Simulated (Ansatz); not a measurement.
Where the default PAW files enter, the runs use the earlier of Ansatz's two default sets.

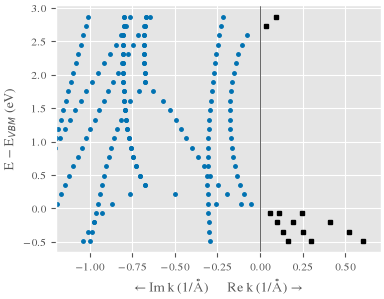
Complex bands at the centre of the two-dimensional zone; r2SCAN run with Ansatz (a quantum-chemistry and plane-wave program)

The gap is the functional's own, uncorrected, and κ follows it; spin-orbit coupling is left out. Mid-gap means the computed energy nearest the middle.

### Question
This is ZnS (F-43m, zinc blende, 2 atoms a cell, 19.5 Å³ an atom) along the normal of (110). Read off the slowest decay at the centre of the two-dimensional zone at 1.33 eV, the computed energy nearest the middle of the gap.

### Answer
κ ≈ 0.18 1/Å, a decay length 1/(2κ) of the density of 2.8 Å.
